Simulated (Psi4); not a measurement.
**HF/def2-SVPD (core potential) run of InNH3Cl (SMILES [NH2][InH][Cl])**

What is the vertical singlet–triplet gap of InNH3Cl at HF/def2-SVPD (core potential)? 

The results are computed with Psi4 1.11.

8 further runs of the same task are left out: 5 that didn't finish, 3 set aside as unsound or not needed.

### 1 The molecule

InNH3Cl: 6 atoms, total charge 0, spin state singlet. As SMILES, `[NH2][InH][Cl]`. The coordinates come from a PBE0-D4/def2-TZVP relaxation.

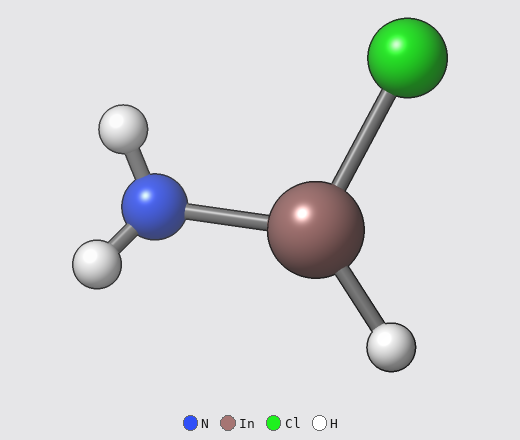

Viewed from a chosen angle; nitrogen blue, indium brown, chlorine green, hydrogen white.

### 2 A single-point energy at HF/def2-SVPD (core potential)

Input file input.json:

```json
{
  "schema_name": "qcschema_input",
  "schema_version": 1,
  "molecule": {
    "schema_name": "qcschema_molecule",
    "schema_version": 2,
    "symbols": ["N", "In", "Cl", "H", "H", "H"],
    "geometry": [-1.92903243, 0.35545748, -0.95261094, 1.49685206, 0.2808133, 0.6196412, 1.87234064, -3.34670497, 3.11653632, -2.30433204, 1.43883747, -2.47213972, -2.94457125, -1.25572301, -0.99550772, 3.8881115, 2.40637725, 0.59677551],
    "molecular_charge": 0,
    "molecular_multiplicity": 1,
    "fix_symmetry": "c1",
    "fix_com": true,
    "fix_orientation": true
  },
  "driver": "energy",
  "model": {
    "method": "scf",
    "basis": "def2-SVPD"
  },
  "keywords": {
    "puream": true,
    "e_convergence": 1e-09,
    "d_convergence": 1e-08,
    "scf_type": "pk",
    "scf_properties": ["LOWDIN_CHARGES", "DIPOLE", "WIBERG_LOWDIN_INDICES"]
  }
}
```

The run is started by

```console
$ psi4 --qcschema input.json -n 1 --memory 2200MB
```

stdout:

```text
[...]
    !!!  WARNING: ECP capability is in beta. Please check occupations closely.  !!!
[...]
  Running in c1 symmetry.
[...]
  Nuclear repulsion =  168.696243483527411
[...]
  Multiplicity = 1
[...]
  Nalpha       = 24
  Nbeta        = 24
[...]
    Number of basis functions: 103
[...]
   @RHF iter   1:  -704.61444864343332   -1.35368e+00   5.67939e-03 ADIIS/DIIS
[...]
   @RHF iter  12:  -704.77844171392030   -6.25278e-12   3.13704e-09 DIIS
[...]
    Orbital Energies [Eh]
    ---------------------
    Doubly Occupied:
       1A   -104.766620     2A    -15.549166     3A    -10.527203
       4A     -8.001551     5A     -7.999686     6A     -7.999524
       7A     -5.415916     8A     -3.676615     9A     -3.671914
      10A     -3.667950    11A     -1.123900    12A     -1.089875
      13A     -1.061443    14A     -1.059966    15A     -1.056879
      16A     -1.036501    17A     -1.010375    18A     -0.645786
      19A     -0.589013    20A     -0.492451    21A     -0.457715
      22A     -0.444090    23A     -0.430733    24A     -0.400764
[...]
  @RHF Final Energy:  -704.77844171392030
   => Energetics <=
    Nuclear Repulsion Energy =            168.6962434835274109
    One-Electron Energy =               -1382.5980974125270677
    Two-Electron Energy =                 509.1234122150793269
    Total Energy =                       -704.7784417139203015
[...]
 Multipole Moments:
 ------------------------------------------------------------------------------------
     Multipole            Electronic (a.u.)      Nuclear  (a.u.)        Total (a.u.)
 ------------------------------------------------------------------------------------
 L = 1.  Multiply by 2.5417464519 to convert [e a0] to [Debye]
 Dipole X            :        -48.4345634           48.3996653           -0.0348981
 Dipole Y            :         46.7881634          -45.9192111            0.8689522
 Dipole Z            :        -57.4180237           56.4544341           -0.9635896
 Magnitude           :                                                    1.2979988
[...]
```

The result, in JSON:

```text
{
 "driver": "energy",
 "model": {
  "method": "scf",
  "basis": "def2-SVPD"
 },
 "success": true,
 "return_result": -704.7784417139203,
 "properties": {
  "calcinfo_nbasis": 103,
  "calcinfo_nmo": 103,
  "calcinfo_nalpha": 24,
  "calcinfo_nbeta": 24,
  "calcinfo_natom": 6,
  "nuclear_repulsion_energy": 168.6962434835274,
  "return_energy": -704.7784417139203,
  "scf_one_electron_energy": -1382.598097412527,
  "scf_two_electron_energy": 509.1234122150793,
  "scf_dipole_moment": [-0.03489806154000519, 0.8689522462132615, -0.9635896135247606],
  "scf_total_energy": -704.7784417139203,
  "scf_iterations": 12
 }
}
```

Wall time 6.9 s (1 thread of AMD EPYC 7R43 (Zen 3), shared host); peak memory 0.39 GiB.

### 3 The triplet at the same level

Input file calc.in:

```
memory 2200 MB

molecule system {
  0 3
  N     -1.020800     0.188100    -0.504100
  In     0.792100     0.148600     0.327900
  Cl     0.990800    -1.771000     1.649200
  H     -1.219400     0.761400    -1.308200
  H     -1.558200    -0.664500    -0.526800
  H      2.057500     1.273400     0.315800
  symmetry c1
  no_reorient
  no_com
}

set {
  basis def2-SVPD
  reference uhf
  puream true
  e_convergence 1e-09
  d_convergence 1e-06
  scf_type pk
  maxiter 100
  soscf true
  soscf_start_convergence 0.001
}

e, wfn = energy("hf", return_wfn=True)
oeprop(wfn, "DIPOLE", "LOWDIN_CHARGES", "MAYER_INDICES")
```

The run is started by

```console
$ psi4 calc.in calc.out -n 1
```

calc.out:

```text
[...]
    !!!  WARNING: ECP capability is in beta. Please check occupations closely.  !!!
[...]
  Running in c1 symmetry.
[...]
  Nuclear repulsion =  168.696243349093237
[...]
  Multiplicity = 3
[...]
  Nalpha       = 25
  Nbeta        = 23
[...]
    Number of basis functions: 103
[...]
   @UHF iter   1:  -704.32000595352429   -1.02084e+00   6.17097e-03 ADIIS/DIIS
[...]
   @UHF iter  40:  -704.63655716366986   -2.27374e-10   2.79826e-08 SOSCF, nmicro=conv
[...]
   @S^2 Observed:                2.014066115E+00
[...]
    Orbital Energies [Eh]
    ---------------------
    Alpha Occupied:
       1A   -104.749990     2A    -15.733468     3A    -10.510693
       4A     -7.985043     5A     -7.983414     6A     -7.982921
       7A     -5.398446     8A     -3.655954     9A     -3.655073
      10A     -3.651498    11A     -1.314109    12A     -1.073232
      13A     -1.049150    14A     -1.044282    15A     -1.042542
      16A     -1.036412    17A     -0.999366    18A     -0.807454
      19A     -0.709172    20A     -0.679079    21A     -0.511614
      22A     -0.441946    23A     -0.429825    24A     -0.416979
      25A     -0.184147
    Alpha Virtual:
[...]
  @UHF Final Energy:  -704.63655716366986
   => Energetics <=
    Nuclear Repulsion Energy =            168.6962433490932369
    One-Electron Energy =               -1381.7523303623445372
    Two-Electron Energy =                 508.4195298495814086
    Total Energy =                       -704.6365571636698633
  UHF NO Occupations:
  HONO-2 :   23  A 1.9965388
  HONO-1 :   24  A 1.0000000
[...]
 Multipole Moments:
 ------------------------------------------------------------------------------------
     Multipole            Electronic (a.u.)      Nuclear  (a.u.)        Total (a.u.)
 ------------------------------------------------------------------------------------
 L = 1.  Multiply by 2.5417464519 to convert [e a0] to [Debye]
 Dipole X            :        -51.0128895           48.3996655           -2.6132239
 Dipole Y            :         47.2744168          -45.9192110            1.3552058
 Dipole Z            :        -57.2180022           56.4544342           -0.7635680
 Magnitude           :                                                    3.0411442
[...]
```

Wall time 69 s (1 thread of AMD EPYC 7R43 (Zen 3), shared host); peak memory 0.4 GiB.

### 4 Results

Level: HF/def2-SVPD (core potential).

| quantity | value |
| --- | --- |
| singlet: total energy | -704.77844 Eh |
| singlet: dipole moment | 3.30 D |
| singlet: HOMO energy | -10.91 eV |
| singlet: LUMO energy | 1.05 eV |
| singlet: HOMO–LUMO gap | 11.95 eV |
| triplet: total energy | -704.63656 Eh |
| triplet: dipole moment | 7.73 D |
| triplet: HOMO energy (highest over α and β) | -5.01 eV |
| triplet: LUMO energy (lowest over α and β) | -1.08 eV |
| triplet: ⟨S²⟩ | 2.014 |
| vertical energy of the triplet above the singlet | 3.861 eV |

At this shape the triplet lies 3.86 eV (89 kcal/mol) above the singlet.
